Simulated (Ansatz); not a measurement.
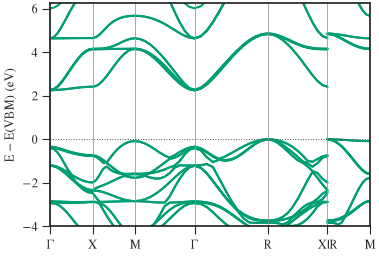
*Band structure from r²SCAN with spin–orbit coupling in the plane-wave PAW code Ansatz*

Q: Read off the gap and where the band edges lie.

A: About 2.2 eV (2.24 eV by a search for the band edges); maximum at R, minimum at Γ.

The material is SrTiO₃ (cubic perovskite, space group No. 221).

Space group Pm-3m (cubic perovskite). The r²SCAN relaxation kept the symmetry of its start. At this level the phase is dynamically unstable (imaginary phonons). No spin polarisation was allowed.

Potentials: the later of the program's two PAW sets.
